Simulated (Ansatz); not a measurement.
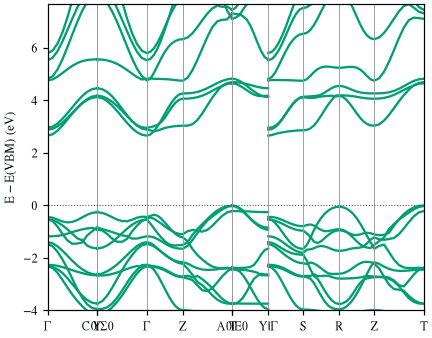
*Band structure from plane-wave PAW r²SCAN (Ansatz code)*

**Question.** Read off the gap and where the band edges lie.

**Answer.** About 2.7 eV (2.66 eV by a search for the band edges); maximum at T, minimum at Γ.

The material is BaTiO3 in space group Amm2 (No. 38; Ba on 2a, Ti on 2b, O on 4e, O on 2a).

This is a known low-temperature phase of the composition, computed here at zero pressure and temperature. Symmetry was held in the r²SCAN relaxation; its stability against distortions is not shown here. The run is not spin-polarised. Spin–orbit coupling is left out wherever it is not named.

Potentials: the later of the program's two PAW sets.
